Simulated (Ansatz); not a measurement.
# Cl₂H₂OSi: a spread of methods and bases

Aim: run Cl₂H₂OSi under a spread of inputs, and see what each costs and gives.

Program: Ansatz 0.2.0, Gaussian basis. Level of theory: the settings change from run to run. These are calculated values, not measurements.

## Step 1: The geometry

An earlier PBE0-D4 in a triple-zeta def2 set relaxation fixed the geometry.

SMILES `O[SiH](Cl)Cl`, 6 atoms, charge 0, spin multiplicity 1.

Atoms are counted from 1 here; the program's logs count them from 0.

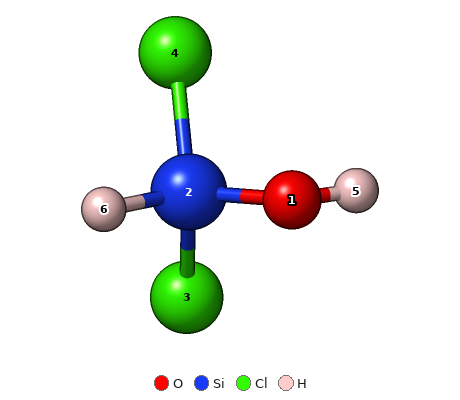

The geometry (oxygen red, silicon blue, chlorine green, hydrogen pink); atoms are numbered from 1 in the order of the file.

## Step 2: r2SCAN50/def2-TZVP

Options: high accuracy.

File in.yaml:

```yaml
crystal:
  periodic: [false, false, false]
  atoms:
    - {symbol: O, position_ang: [0.408095, 1.187576, -0.454395]}
    - {symbol: Si, position_ang: [0.088220, -0.212699, 0.297069]}
    - {symbol: Cl, position_ang: [0.587984, -1.809589, -0.872471]}
    - {symbol: Cl, position_ang: [-1.897948, -0.376490, 0.739726]}
    - {symbol: H, position_ang: [-0.021279, 1.382413, -1.289635]}
    - {symbol: H, position_ang: [0.877028, -0.235312, 1.533505]}
basis:
  gaussian: {orbitals: def2-TZVP}
hamiltonian: {xc: {name: r2SCAN50}}
accuracy: high
output: {forces: true}
```

Command:

```
ansatz run in.yaml --threads 2 --pin off --events-out ev --progress --plain --max-ram 32768MiB --backend cpu
```

What it wrote (excerpt; [...] marks lines left out):

```text
Functional definition: r2SCAN50
  name "r2SCAN50"
  cite "Bursch, Neugebauer, Ehlert & Grimme, J. Chem. Phys. 156, 134105 (2022) doi:10.1063/5.0086040"
  cite "Furness, Kaplan, Ning, Perdew & Sun, J. Phys. Chem. Lett. 11, 8208 (2020) doi:10.1021/acs.jpclett.0c02405"
  cite "Furness, Kaplan, Ning, Perdew & Sun, J. Phys. Chem. Lett. 11, 9248 (2020) doi:10.1021/acs.jpclett.0c03077"
  parent r2scan
[...]
2565 factors; integrals over basis functions are off by at most 3.7e-9 eV
[...]
mean field -35004.49229078 eV, -1286.3913647891 hartree, gradient 3.6e-8 eV, S^2 0.000000; 0 other end points of the search recorded, 0 dependent functions left out
[...]
reference -35004.49229119 eV, -1286.3913648043 hartree; 29, 29 occupied and 125, 125 virtual orbitals, 2565 factors
Total energy: -35004.49229119 eV, -1286.3913648043 hartree
Atom 0 at     0.408095     1.187576    -0.454395 Å, force    -0.434279    -0.478223    -0.244602 eV/Å
Atom 1 at     0.088220    -0.212699     0.297069 Å, force     0.092450     0.302262    -0.126048 eV/Å
Atom 2 at     0.587984    -1.809589    -0.872471 Å, force    -0.088938     0.268901     0.173801 eV/Å
Atom 3 at    -1.897948    -0.376490     0.739726 Å, force     0.317922     0.034270    -0.090115 eV/Å
Atom 4 at    -0.021279     1.382413    -1.289635 Å, force     0.267903    -0.110962     0.511708 eV/Å
Atom 5 at     0.877028    -0.235312     1.533505 Å, force    -0.155058    -0.016248    -0.224744 eV/Å
Dipole moment:    -0.006820     0.159910    -0.152665 e Å
```

Wall time 35 s (2 threads, shared host); peak memory 0.73 GiB.

Largest force 0.691 eV/Å, dipole 1.06 D.

## Step 3: rPW86-PBE/6-31++G**

This run has charge -1, multiplicity 2, coordinates scaled by 1.25, relativity set to scalar.

File in.yaml:

```yaml
crystal:
  periodic: [false, false, false]
  atoms:
    - {symbol: O, position_ang: [0.510119, 1.484470, -0.567993]}
    - {symbol: Si, position_ang: [0.110275, -0.265873, 0.371336]}
    - {symbol: Cl, position_ang: [0.734980, -2.261987, -1.090589]}
    - {symbol: Cl, position_ang: [-2.372435, -0.470612, 0.924657]}
    - {symbol: H, position_ang: [-0.026599, 1.728016, -1.612044]}
    - {symbol: H, position_ang: [1.096285, -0.294141, 1.916882]}
basis:
  gaussian: {orbitals: "6-31++G**"}
total_charge: -1
magnetization: {spin_polarized: true, initial_magnetization: 1}
hamiltonian: {xc: {name: rPW86-PBE}, pseudopotentials: {relativity: scalar}}
```

Launched as before.

What it wrote:

```text
Functional definition: rPW86-PBE
  name "rPW86-PBE"
  cite "Murray, Lee & Langreth, J. Chem. Theory Comput. 5, 2754 (2009) doi:10.1021/ct900365q"
  cite "Perdew, Burke & Ernzerhof, Phys. Rev. Lett. 77, 3865 (1996) doi:10.1103/PhysRevLett.77.3865"
  parent pbe
  exchange = rpw86_x
  correlation = pbe_c
995 factors; their error is unknown
mean field evaluation 1: about -35116.9697 eV, gradient 2.4e1 eV
mean field evaluation 2: about -35058.2000 eV, gradient 1.1e2 eV
mean field evaluation 4: about -35119.3365 eV, gradient 9.3e0 eV
mean field evaluation 8: about -35119.8418 eV, gradient 8.1e-2 eV
mean field evaluation 16: about -35119.8116 eV, gradient 5.2e-4 eV
mean field -35119.81164466 eV, -1290.6292728780 hartree, gradient 1.6e-5 eV, S^2 0.753299; 1 other end points of the search recorded, 0 dependent functions left out
reference -35119.81178590 eV, -1290.6292780685 hartree; 30, 29 occupied and 70, 71 virtual orbitals, 995 factors
Total energy: -35119.81178590 eV, -1290.6292780685 hartree
Relativity: scalar
```

Wall time 21 s (2 threads, shared host).

⟨S²⟩ 0.753.

## Step 4: HSE06/6-31G

This run has a grid of angular degree 47, relativity set to scalar.

File in.yaml:

```yaml
crystal:
  periodic: [false, false, false]
  atoms:
    - {symbol: O, position_ang: [0.408095, 1.187576, -0.454395]}
    - {symbol: Si, position_ang: [0.088220, -0.212699, 0.297069]}
    - {symbol: Cl, position_ang: [0.587984, -1.809589, -0.872471]}
    - {symbol: Cl, position_ang: [-1.897948, -0.376490, 0.739726]}
    - {symbol: H, position_ang: [-0.021279, 1.382413, -1.289635]}
    - {symbol: H, position_ang: [0.877028, -0.235312, 1.533505]}
basis:
  gaussian: {orbitals: 6-31G, final_grid: {core_spheres: 20, valence_spheres: 16, degree: 47}}
hamiltonian: {xc: {name: HSE06}, pseudopotentials: {relativity: scalar}}
```

The command is unchanged.

What it wrote (excerpt; [...] marks lines left out):

```text
Functional definition: HSE06
  name "HSE06"
  cite "Heyd, Scuseria & Ernzerhof, J. Chem. Phys. 118, 8207 (2003) doi:10.1063/1.1564060"
  cite "Krukau, Vydrov, Izmaylov & Scuseria, J. Chem. Phys. 125, 224106 (2006) doi:10.1063/1.2404663"
  cite "Heyd & Scuseria, J. Chem. Phys. 120, 7274 (2004) doi:10.1063/1.1668634"
  cite "Ernzerhof & Perdew, J. Chem. Phys. 109, 3313 (1998) doi:10.1063/1.476928"
  cite "Perdew, Burke & Ernzerhof, Phys. Rev. Lett. 77, 3865 (1996) doi:10.1103/PhysRevLett.77.3865"
  parent pbe
[...]
  # The whole range is PBE's own exchange, as in plane waves. The composition of these papers is wPBEh.
[...]
562 factors; integrals over basis functions are off by at most 2.7e-4 eV
81 factors; integrals over basis functions are off by at most 2.4e-7 eV
[...]
mean field -35070.88106257 eV, -1288.8311071524 hartree, gradient 2.8e-5 eV, S^2 0.000000; 0 other end points of the search recorded, 0 dependent functions left out
reference -35070.88109450 eV, -1288.8311083258 hartree; 29, 29 occupied and 23, 23 virtual orbitals, 562 factors
Total energy: -35070.88109450 eV, -1288.8311083258 hartree
Relativity: scalar
```

Wall time 7 s (2 threads, shared host).

## Step 5: BLYP/def2-SVP

This run has D4 dispersion.

Edit in.yaml of step 4 so:

```diff
@@ -10,3 +10,4 @@
 basis:
-  gaussian: {orbitals: 6-31G, final_grid: {core_spheres: 20, valence_spheres: 16, degree: 47}}
-hamiltonian: {xc: {name: HSE06}, pseudopotentials: {relativity: scalar}}
+  gaussian: {orbitals: def2-SVP}
+hamiltonian: {xc: {name: BLYP}, dispersion: d4}
+output: {forces: true}
```

Launched as before.

What it wrote (excerpt; [...] marks lines left out):

```text
Functional definition: BLYP
  name "BLYP"
  cite "Becke, Phys. Rev. A 38, 3098 (1988) doi:10.1103/PhysRevA.38.3098"
  cite "Lee, Yang & Parr, Phys. Rev. B 37, 785 (1988) doi:10.1103/PhysRevB.37.785"
[...]
845 factors; their error is unknown
[...]
mean field -34993.49390630 eV, -1285.9871816146 hartree, gradient 2.2e-5 eV, S^2 0.000000; 0 other end points of the search recorded, 0 dependent functions left out
[...]
reference -34993.49419004 eV, -1285.9871920416 hartree; 29, 29 occupied and 49, 49 virtual orbitals, 845 factors
Total energy: -34993.86073842 eV, -1286.0006624464 hartree
Atom 0 at     0.408095     1.187576    -0.454395 Å, force     0.612685     0.993027     0.061951 eV/Å
Atom 1 at     0.088220    -0.212699     0.297069 Å, force     0.168795    -0.472295     0.680139 eV/Å
Atom 2 at     0.587984    -1.809589    -0.872471 Å, force     0.232996    -0.682452    -0.499644 eV/Å
Atom 3 at    -1.897948    -0.376490     0.739726 Å, force    -0.851506    -0.057337     0.203631 eV/Å
Atom 4 at    -0.021279     1.382413    -1.289635 Å, force    -0.331500     0.189821    -0.679875 eV/Å
Atom 5 at     0.877028    -0.235312     1.533505 Å, force     0.168530     0.029236     0.233798 eV/Å
Dipole moment:    -0.015257     0.175530    -0.179560 e Å
```

Run time: 3.3 s. Hardware: 2 threads, shared host.

Largest force 1.168 eV/Å, dipole 1.21 D.

## Step 6: PBE0-DH/def2-TZVP

This run has relativity set to scalar.

Edit in.yaml of step 5 so:

```diff
@@ -10,4 +10,3 @@
 basis:
-  gaussian: {orbitals: def2-SVP}
-hamiltonian: {xc: {name: BLYP}, dispersion: d4}
-output: {forces: true}
+  gaussian: {orbitals: def2-TZVP}
+hamiltonian: {xc: {name: PBE0-DH}, pseudopotentials: {relativity: scalar}}
```

The command is unchanged.

What it wrote (excerpt; [...] marks lines left out):

```text
Functional definition: PBE0-DH
  name "PBE0-DH"
  cite "Brémond & Adamo, J. Chem. Phys. 135, 024106 (2011) doi:10.1063/1.3604569"
  cite "Perdew, Burke & Ernzerhof, Phys. Rev. Lett. 77, 3865 (1996) doi:10.1103/PhysRevLett.77.3865"
[...]
950 factors; integrals over basis functions are off by at most 1.2e-3 eV
[...]
mean field -35074.90701804 eV, -1288.9790582872 hartree, gradient 1.7e-6 eV, S^2 0.000000; 0 other end points of the search recorded, 0 dependent functions left out
16 core orbitals not correlated: weight in the atoms' cores, before any rotation towards them, 1.000 or more for the frozen orbitals, at most 0.000 for the correlated occupied ones
reference -35074.90703583 eV, -1288.9790589409 hartree; 13, 13 occupied and 125, 125 virtual orbitals, 950 factors
second order -24.06486351 eV of doubles, -0.00000000 eV of singles
Total energy: -35077.91514377 eV, -1289.0896048687 hartree
Relativity: scalar
```

Run time: 17 s. Hardware: 2 threads, shared host.

## Step 7: CAM-B3LYP/aug-pcseg-2

Options: unrestricted orbitals, D4 dispersion, high accuracy.

Edit in.yaml of step 6 so:

```diff
@@ -10,3 +10,6 @@
 basis:
-  gaussian: {orbitals: def2-TZVP}
-hamiltonian: {xc: {name: PBE0-DH}, pseudopotentials: {relativity: scalar}}
+  gaussian: {orbitals: aug-pcseg-2}
+magnetization: {spin_polarized: true, initial_magnetization: 0}
+hamiltonian: {xc: {name: CAM-B3LYP}, dispersion: d4}
+accuracy: high
+output: {forces: true}
```

Launched as before.

What it wrote (excerpt; [...] marks lines left out):

```text
Functional definition: CAM-B3LYP
  name "CAM-B3LYP"
  cite "Yanai, Tew & Handy, Chem. Phys. Lett. 393, 51 (2004) doi:10.1016/j.cplett.2004.06.011"
  cite "Iikura, Tsuneda, Yanai & Hirao, J. Chem. Phys. 115, 3540 (2001) doi:10.1063/1.1383587"
  cite "Becke, Phys. Rev. A 38, 3098 (1988) doi:10.1103/PhysRevA.38.3098"
  cite "Lee, Yang & Parr, Phys. Rev. B 37, 785 (1988) doi:10.1103/PhysRevB.37.785"
  cite "Vosko, Wilk & Nusair, Can. J. Phys. 58, 1200 (1980) doi:10.1139/p80-159"
[...]
  # Exact exchange under (alpha + beta erf(omega r))/r, Becke's under what is left of 1/r.
[...]
3783 factors; integrals over basis functions are off by at most 3.5e-9 eV
804 factors; integrals over basis functions are off by at most 1.8e-9 eV
[...]
mean field -35009.98889910 eV, -1286.5933614191 hartree, gradient 9.2e-8 eV, S^2 0.000000; 0 other end points of the search recorded, 0 dependent functions left out
[...]
reference -35009.98892025 eV, -1286.5933621964 hartree; 29, 29 occupied and 213, 213 virtual orbitals, 3783 factors
Total energy: -35010.13399400 eV, -1286.5986935583 hartree
Atom 0 at     0.408095     1.187576    -0.454395 Å, force    -0.103760    -0.141118    -0.034618 eV/Å
Atom 1 at     0.088220    -0.212699     0.297069 Å, force     0.153831     0.077209     0.168635 eV/Å
Atom 2 at     0.587984    -1.809589    -0.872471 Å, force     0.010426    -0.005876    -0.021020 eV/Å
Atom 3 at    -1.897948    -0.376490     0.739726 Å, force    -0.020970     0.012142    -0.000714 eV/Å
Atom 4 at    -0.021279     1.382413    -1.289635 Å, force     0.047099     0.060889     0.018494 eV/Å
Atom 5 at     0.877028    -0.235312     1.533505 Å, force    -0.086626    -0.003246    -0.130777 eV/Å
Dipole moment:     0.003285     0.155768    -0.133402 e Å
```

Run time: 2.9 min. Hardware: 2 threads, shared host; peak memory 2.5 GiB.

Largest force 0.241 eV/Å, dipole 0.99 D, ⟨S²⟩ 0.000.

## Step 8: CAM-B3LYP/6-31G*

This run has charge +1, multiplicity 2, D4 dispersion.

Edit in.yaml of step 7 so:

```diff
@@ -10,6 +10,5 @@
 basis:
-  gaussian: {orbitals: aug-pcseg-2}
-magnetization: {spin_polarized: true, initial_magnetization: 0}
+  gaussian: {orbitals: "6-31G*"}
+total_charge: 1
+magnetization: {spin_polarized: true, initial_magnetization: 1}
 hamiltonian: {xc: {name: CAM-B3LYP}, dispersion: d4}
-accuracy: high
-output: {forces: true}
```

The command is unchanged.

What it wrote (excerpt; [...] marks lines left out):

```text
Functional definition: CAM-B3LYP
  name "CAM-B3LYP"
  cite "Yanai, Tew & Handy, Chem. Phys. Lett. 393, 51 (2004) doi:10.1016/j.cplett.2004.06.011"
  cite "Iikura, Tsuneda, Yanai & Hirao, J. Chem. Phys. 115, 3540 (2001) doi:10.1063/1.1383587"
  cite "Becke, Phys. Rev. A 38, 3098 (1988) doi:10.1103/PhysRevA.38.3098"
  cite "Lee, Yang & Parr, Phys. Rev. B 37, 785 (1988) doi:10.1103/PhysRevB.37.785"
  cite "Vosko, Wilk & Nusair, Can. J. Phys. 58, 1200 (1980) doi:10.1139/p80-159"
[...]
  # Exact exchange under (alpha + beta erf(omega r))/r, Becke's under what is left of 1/r.
[...]
683 factors; integrals over basis functions are off by at most 9.1e-4 eV
211 factors; integrals over basis functions are off by at most 1.7e-5 eV
[...]
mean field -34993.41170190 eV, -1285.9841606584 hartree, gradient 4.6e-6 eV, S^2 0.757637; 6 other end points of the search recorded, 0 dependent functions left out
reference -34993.41180491 eV, -1285.9841644439 hartree; 29, 28 occupied and 47, 48 virtual orbitals, 683 factors
Total energy: -34993.54121649 eV, -1285.9889202317 hartree
```

Run time: 33 s. Hardware: 2 threads, shared host.

⟨S²⟩ 0.758.

## Step 9: The runs in one table

| level | charge | multiplicity | geometry | functions | energy (eV) | time |
| --- | --- | --- | --- | --- | --- | --- |
| r2SCAN50/def2-TZVP | 0 | 1 | relaxed | 154 | -35004.492 | 35 s |
| rPW86-PBE/6-31++G** | -1 | 2 | scaled | 100 | -35119.812 | 21 s |
| HSE06/6-31G | 0 | 1 | relaxed | 52 | -35070.881 | 7 s |
| BLYP/def2-SVP | 0 | 1 | relaxed | 78 | -34993.861 | 3.3 s |
| PBE0-DH/def2-TZVP | 0 | 1 | relaxed | 154 | -35077.915 | 17 s |
| CAM-B3LYP/aug-pcseg-2 | 0 | 1 | relaxed | 242 | -35010.134 | 2.9 min |
| CAM-B3LYP/6-31G* | 1 | 2 | relaxed | 76 | -34993.541 | 33 s |

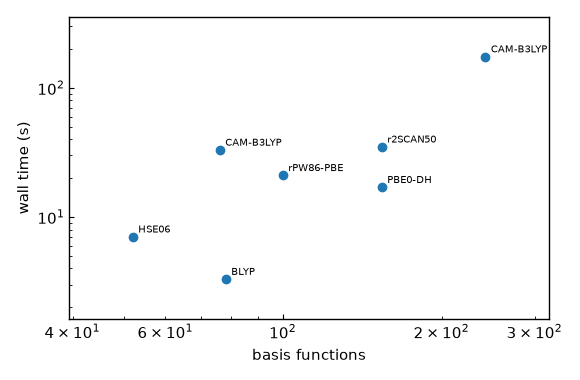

Wall time against the number of basis functions (shared host).

## Step 10: What came out

| quantity | value |
| --- | --- |
| runs | 7 |
| quickest | BLYP/def2-SVP, 3.3 s |
| slowest | CAM-B3LYP/aug-pcseg-2, 2.9 min |
| spread of total energies, same state and geometry | 84.1 eV |
| dipole, same state and geometry | 0.99 to 1.21 D |

**Reading.** CAM-B3LYP/aug-pcseg-2 took 53 times as long as BLYP/def2-SVP. The jobs differ in tasks and options as well as level. The totals spread over 84 eV; they can't be compared across methods or bases. Some of these runs are scalar-relativistic and others not, which shifts the totals of all-electron atoms past neon by eV; core potentials, where a basis has them, take the core out of the total altogether. At the PBE0-D4/def2-TZVP geometry and in the same state, runs without warnings or point charges leave forces up to 1.17 eV/Å (BLYP/def2-SVP). At that geometry and state the dipole changes by 23 % between the lowest and highest value.
